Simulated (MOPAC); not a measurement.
Geometry relaxation, with input and output: CHF3W (part 1 of 2)

The run: geometry relaxation of CHF3W (W(CH)F3), SMILES [CH]#[W]([F])([F])[F]. Method and program: PM6, closed shell (MOPAC 23.2.5).

The atoms were displaced at random from an optimised geometry.

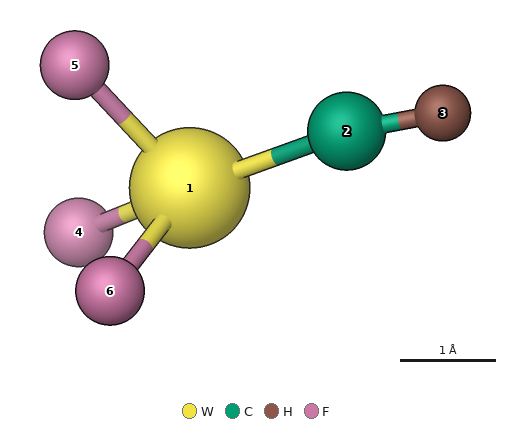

**Figure 1.** The structure as given in the input (ball-and-stick view, seen at a tilt; atoms are numbered from 1 in the order of the input). Sticks mark near contacts. Bond lengths as drawn: C–H 1.05 Å, C–W 2.05 Å and F–W 1.73 to 1.90 Å.

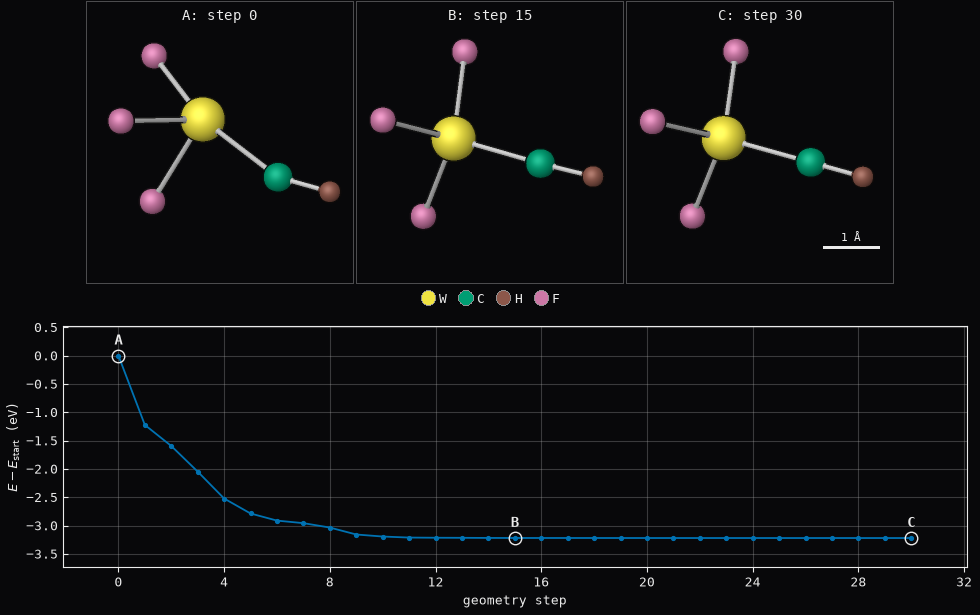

**Figure 2.** Frames of the relaxation (ball-and-stick view, seen at a tilt) above the curves, on which the letters mark them (steps are counted from 0).

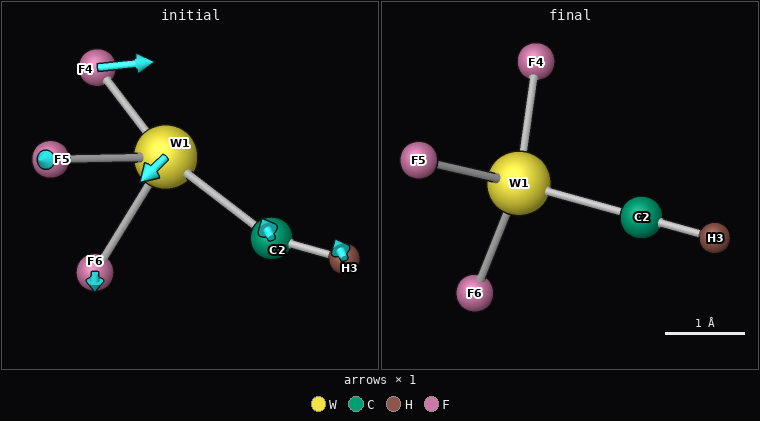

**Figure 3.** Before (left) and after (right) the relaxation, at one scale (ball-and-stick view, seen at a tilt). The teal arrows give the displacements, at true length. The energy falls by 3.221 eV in 30 geometry steps. The largest force component goes from 8.5 to 0.0013 eV/Å. The largest move after the best rigid fit is that of F4, 0.76 Å. By element the largest moves are F 0.76 Å, W 0.50 Å, C 0.38 Å, H 0.36 Å. Among the contacts that change: W1–C2 2.053 → 1.785 Å, W1–F4 1.735 → 1.864 Å, W1–F6 1.902 → 1.864 Å, C2–H3 1.048 → 1.067 Å. Among the angles that change: C2–W1–F4 167.5° → 109.3°, F5–W1–F6 83.4° → 109.6°, W1–C2–H3 158.2° → 179.9°. (Atoms are counted from 1 in the order of the input.)

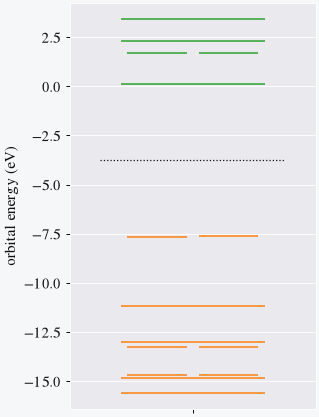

**Figure 4.** Orbital energies near the frontier; the dotted line parts filled from empty levels, and levels within 0.02 eV of each other stand side by side. Highest filled −7.64 eV, lowest empty 0.12 eV, 7.76 eV apart.

The input that produced these results follows, with the program's output.

### Input file (calc.mop)
```
GNORM=0.05 CYCLES=300 PM6 AUX(PRECISION=9) THREADS=1
job CHF3W

W      0.459601    -0.042065    -0.309823
C     -0.310233    -0.003988     1.592686
H     -0.316966    -0.036976     2.639904
F      1.436019    -0.003713    -1.742882
F     -0.651863     1.239226    -1.095976
F     -0.754895    -1.267871    -1.109793
```

Launch command:
```bash
mopac calc.mop
```

### The program's output
```
MOPAC v23.2.5
PM6 CALCULATION RESULTS

 *  PM6        - The PM6 Hamiltonian to be used
 *  THREADS=1  - MULTI-THREADING NOT USED
 *  CYCLES=    - DO A MAXIMUM OF 300 STEPS
 *  GNORM      - EXIT WHEN GRADIENT NORM DROPS BELOW 0.050
 *  AUX        - OUTPUT AUXILIARY INFORMATION
GNORM=0.05 CYCLES=300 PM6 AUX(PRECISION=9) THREADS=1
 job CHF3W

   ATOM   CHEMICAL          X               Y               Z
  NUMBER   SYMBOL      (ANGSTROMS)     (ANGSTROMS)     (ANGSTROMS)

     1       W          0.45960100  *  -0.04206500  *  -0.30982300  *
     2       C         -0.31023300  *  -0.00398800  *   1.59268600  *
     3       H         -0.31696600  *  -0.03697600  *   2.63990400  *
     4       F          1.43601900  *  -0.00371300  *  -1.74288200  *
     5       F         -0.65186300  *   1.23922600  *  -1.09597600  *
     6       F         -0.75489500  *  -1.26787100  *  -1.10979300  *

          CARTESIAN COORDINATES

    NO.       ATOM           X           Y           Z

     1         W          0.4596     -0.0421     -0.3098
     2         C         -0.3102     -0.0040      1.5927
     3         H         -0.3170     -0.0370      2.6399
     4         F          1.4360     -0.0037     -1.7429
     5         F         -0.6519      1.2392     -1.0960
     6         F         -0.7549     -1.2679     -1.1098

           Empirical Formula: C H W F3  =     6 atoms

      MOLECULAR POINT GROUP   :   C1

      RHF CALCULATION, NO. OF DOUBLY OCCUPIED LEVELS = 16

          Geometry optimization using EF

          DIAGONAL MATRIX USED AS START HESSIAN

 CYCLE:     1 TIME:   0.008 TIME LEFT:  2.00D  GRAD.:   320.054 HEAT: -58.51564
 CYCLE:     2 TIME:   0.004 TIME LEFT:  2.00D  GRAD.:   124.438 HEAT: -86.72758
 CYCLE:     3 TIME:   0.000 TIME LEFT:  2.00D  GRAD.:   114.357 HEAT: -95.30243
 CYCLE:     4 TIME:   0.004 TIME LEFT:  2.00D  GRAD.:   112.399 HEAT: -105.7383
 CYCLE:     5 TIME:   0.004 TIME LEFT:  2.00D  GRAD.:   105.538 HEAT: -116.6932
 CYCLE:     6 TIME:   0.004 TIME LEFT:  2.00D  GRAD.:    52.722 HEAT: -122.7898
 CYCLE:     7 TIME:   0.004 TIME LEFT:  2.00D  GRAD.:    37.156 HEAT: -125.6858
 CYCLE:     8 TIME:   0.000 TIME LEFT:  2.00D  GRAD.:    42.412 HEAT: -126.7235
 CYCLE:     9 TIME:   0.004 TIME LEFT:  2.00D  GRAD.:    32.497 HEAT: -128.5181
 CYCLE:    10 TIME:   0.004 TIME LEFT:  2.00D  GRAD.:    48.202 HEAT: -131.3477
 CYCLE:    11 TIME:   0.004 TIME LEFT:  2.00D  GRAD.:    17.529 HEAT: -132.1725
 CYCLE:    12 TIME:   0.004 TIME LEFT:  2.00D  GRAD.:     7.393 HEAT: -132.5923
 CYCLE:    13 TIME:   0.000 TIME LEFT:  2.00D  GRAD.:     5.990 HEAT: -132.6655
 CYCLE:    14 TIME:   0.004 TIME LEFT:  2.00D  GRAD.:     4.677 HEAT: -132.6976
 CYCLE:    15 TIME:   0.004 TIME LEFT:  2.00D  GRAD.:     2.951 HEAT: -132.7455
 CYCLE:    16 TIME:   0.000 TIME LEFT:  2.00D  GRAD.:     1.352 HEAT: -132.7622
 CYCLE:    17 TIME:   0.004 TIME LEFT:  2.00D  GRAD.:     1.141 HEAT: -132.7639
 CYCLE:    18 TIME:   0.004 TIME LEFT:  2.00D  GRAD.:     1.120 HEAT: -132.7657
 CYCLE:    19 TIME:   0.000 TIME LEFT:  2.00D  GRAD.:     1.321 HEAT: -132.7693
 CYCLE:    20 TIME:   0.004 TIME LEFT:  2.00D  GRAD.:     1.591 HEAT: -132.7750
 CYCLE:    21 TIME:   0.004 TIME LEFT:  2.00D  GRAD.:     1.117 HEAT: -132.7789
 CYCLE:    22 TIME:   0.000 TIME LEFT:  2.00D  GRAD.:     0.900 HEAT: -132.7795
 CYCLE:    23 TIME:   0.004 TIME LEFT:  2.00D  GRAD.:     0.399 HEAT: -132.7824
 CYCLE:    24 TIME:   0.004 TIME LEFT:  2.00D  GRAD.:     0.344 HEAT: -132.7827
 CYCLE:    25 TIME:   0.000 TIME LEFT:  2.00D  GRAD.:     0.587 HEAT: -132.7816
 CYCLE:    26 TIME:   0.004 TIME LEFT:  2.00D  GRAD.:     0.078 HEAT: -132.7830
 CYCLE:    27 TIME:   0.004 TIME LEFT:  2.00D  GRAD.:     0.068 HEAT: -132.7830
 CYCLE:    28 TIME:   0.004 TIME LEFT:  2.00D  GRAD.:     0.493 HEAT: -132.7816
 CYCLE:    29 TIME:   0.000 TIME LEFT:  2.00D  GRAD.:     0.055 HEAT: -132.7831
 CYCLE:    30 TIME:   0.004 TIME LEFT:  2.00D  GRAD.:     0.056 HEAT: -132.7831
 CYCLE:    31 TIME:   0.000 TIME LEFT:  2.00D  GRAD.:     0.048 HEAT: -132.7831

     GRADIENT =  0.04849 IS LESS THAN CUTOFF =  0.05000

 -------------------------------------------------------------------------------
 GNORM=0.05 CYCLES=300 PM6 AUX(PRECISION=9) THREADS=1
 job CHF3W

     GEOMETRY OPTIMISED USING EIGENVECTOR FOLLOWING (EF).
     SCF FIELD WAS ACHIEVED

                              PM6 CALCULATION

          FINAL HEAT OF FORMATION =       -132.78307 KCAL/MOL =    -555.56438 KJ/MOL

          COSMO AREA              =        114.33 SQUARE ANGSTROMS
          COSMO VOLUME            =        103.17 CUBIC ANGSTROMS

          GRADIENT NORM           =          0.04849          =       0.01980 PER ATOM
          IONIZATION POTENTIAL    =          7.642185 EV
          HOMO LUMO ENERGIES (EV) =         -7.642  0.116
          NO. OF FILLED LEVELS    =         16
          MOLECULAR WEIGHT        =        253.8641         POINT GROUP:  C3v

          MOLECULAR DIMENSIONS (Angstroms)

            Atom       Atom       Distance
            F     4    H     3     3.88967
            F     5    F     6     3.04573
            F     5    H     3     2.35332

          SCF CALCULATIONS        =         33

          WALL-CLOCK TIME         =      0.105 SECONDS
          COMPUTATION TIME        =      0.105 SECONDS

   ATOM   CHEMICAL          X               Y               Z
  NUMBER   SYMBOL      (ANGSTROMS)     (ANGSTROMS)     (ANGSTROMS)

     1       W          0.15757874  *  -0.02424305  *  -0.45730689  *
     2       C          0.28060188  *  -0.02642174  *   1.32382648  *
     3       H          0.35374013  *  -0.02914918  *   2.38826615  *
     4       F          1.86937511  *  -0.05716422  *  -1.19385259  *
     5       F         -0.73530201  *   1.51532159  *  -1.01113972  *
     6       F         -0.78954516  *  -1.52992133  *  -1.01313003  *

                             CARTESIAN COORDINATES

   1    W        0.157578742    -0.024243054    -0.457306889
   2    C        0.280601877    -0.026421743     1.323826482
   3    H        0.353740134    -0.029149180     2.388266145
   4    F        1.869375110    -0.057164216    -1.193852588
   5    F       -0.735302009     1.515321586    -1.011139724
   6    F       -0.789545164    -1.529921335    -1.013130029

           Empirical Formula: C H W F3  =     6 atoms

      MOLECULAR POINT GROUP   :   C3v

                  EIGENVALUES
 -39.68166 -39.67645 -38.56310 -22.08408 -16.72402 -15.61472 -15.61113 -14.85266
 -14.66784 -14.66629 -13.24459 -13.24224 -13.01645 -11.17331  -7.64398  -7.64218
   0.11597   1.67858   1.68011   2.29861   3.43195   3.43283   3.97399   3.97526
   6.26634   8.68841

              NET ATOMIC CHARGES AND DIPOLE CONTRIBUTIONS

  ATOM NO.   TYPE          CHARGE      No. of ELECS.   s-Pop       p-Pop       d-Pop
    1          W           0.244872        5.7551     0.93443     1.01376     3.80693
    2          C           0.711164        3.2888     1.13902     2.14982
    3          H          -0.032892        1.0329     1.03289
    4          F          -0.307740        7.3077     1.90343     5.40431
    5          F          -0.307757        7.3078     1.90344     5.40432
    6          F          -0.307646        7.3076     1.90340     5.40425
 DIPOLE           X         Y         Z       TOTAL
 POINT-CHG.     0.578    -0.009     8.363     8.383
 HYBRID        -0.532     0.007    -7.698     7.716
 SUM            0.046    -0.002     0.666     0.667

          ATOMIC ORBITAL ELECTRON POPULATIONS

     Atom    s        px        py        pz      x^2-y^2     xz        z^2       yz        xy
    1  W   0.93443   0.36180   0.36207   0.28989   0.40493   1.19207   0.60417   1.20883   0.39694
    2  C   1.13902   0.69791   0.69754   0.75437
    3  H   1.03289
    4  F   1.90343   1.75980   1.80858   1.83594
    5  F   1.90344   1.78849   1.76145   1.85437
    6  F   1.90340   1.78655   1.76393   1.85376

 *                    *
 * JOB ENDED NORMALLY *
 *                    *

 TOTAL JOB TIME:             0.11 SECONDS

 == MOPAC DONE ==
```

### Trajectory as extended XYZ (Å, eV, eV/Å), 31 frames, from step=0 to step=30
```
6
Properties=species:S:1:pos:R:3:forces:R:3 step=0 energy=-2.53748
W     0.4596   -0.0421   -0.3098   -8.4581  -0.1462   6.7990
C    -0.3102   -0.0040    1.5927    3.5366  -0.2968  -6.8085
H    -0.3170   -0.0370    2.6399    0.3164   0.0920   0.2279
F     1.4360   -0.0037   -1.7429    3.3529   0.0751  -1.6112
F    -0.6519    1.2392   -1.0960    0.4719   0.1821   0.5615
F    -0.7549   -1.2679   -1.1098    0.7802   0.0939   0.8312
6
Properties=species:S:1:pos:R:3:forces:R:3 step=1 energy=-3.76086
W     0.4143   -0.0432   -0.2518   -3.5454  -0.0819  -0.9482
C    -0.2431   -0.0091    1.4442    1.4073  -0.2497   1.8543
H    -0.3041   -0.0357    2.6410    0.0995   0.1466  -2.6278
F     1.4824   -0.0013   -1.8127    1.3382  -0.0060   0.5810
F    -0.6350    1.2424   -1.0952    0.2465   0.3605   0.4703
F    -0.7338   -1.2662   -1.1033    0.4539  -0.1695   0.6703
6
Properties=species:S:1:pos:R:3:forces:R:3 step=2 energy=-4.13270
W     0.3333   -0.0447   -0.2662    0.7424   0.2706  -1.7087
C    -0.1389   -0.0227    1.4622    1.0132  -0.0780  -1.9826
H    -0.2870   -0.0283    2.4232   -0.2957   0.0585   2.6825
F     1.5697    0.0012   -1.8070    0.1148  -0.0513   1.6959
F    -0.6007    1.2591   -1.0696   -0.6679   1.3784  -0.2711
F    -0.6901   -1.2716   -1.0541   -0.9067  -1.5781  -0.4161
6
Properties=species:S:1:pos:R:3:forces:R:3 step=3 energy=-4.58525
W     0.3038   -0.0411   -0.3489    0.6707   0.2520   1.3596
C    -0.0586   -0.0319    1.4123    0.3991  -0.0197   0.9071
H    -0.2770   -0.0216    2.4891    0.5817   0.0220  -0.5990
F     1.5987   -0.0033   -1.6529    1.2384  -0.0207   0.4498
F    -0.6023    1.3118   -1.0108   -1.2783   2.2776  -0.9827
F    -0.6919   -1.3254   -0.9853   -1.6117  -2.5111  -1.1348
6
Properties=species:S:1:pos:R:3:forces:R:3 step=4 energy=-5.06030
W     0.2696   -0.0303   -0.3982   -3.0345  -0.1232   1.0335
C     0.0925   -0.0471    1.4072   -0.8042   0.1119   0.6165
H    -0.2396   -0.0106    2.5272    1.3755  -0.0760  -1.9171
F     1.6633   -0.0161   -1.4955    1.8075  -0.0110  -0.1695
F    -0.6406    1.5018   -1.0155    0.2567  -0.4090   0.2129
F    -0.7406   -1.5266   -0.9892    0.3991   0.5073   0.2237
6
Properties=species:S:1:pos:R:3:forces:R:3 step=5 energy=-5.32467
W     0.2226   -0.0294   -0.4181   -1.0294  -0.0772   0.5544
C     0.1435   -0.0474    1.3897   -0.8331   0.0760  -0.0708
H    -0.2019   -0.0100    2.4567    1.2054  -0.0540  -0.9681
F     1.7349   -0.0188   -1.4606    0.5620  -0.0222   0.5578
F    -0.6285    1.5310   -0.9867   -0.0033  -0.1991  -0.0431
F    -0.7272   -1.5556   -0.9608    0.0984   0.2764  -0.0301
```
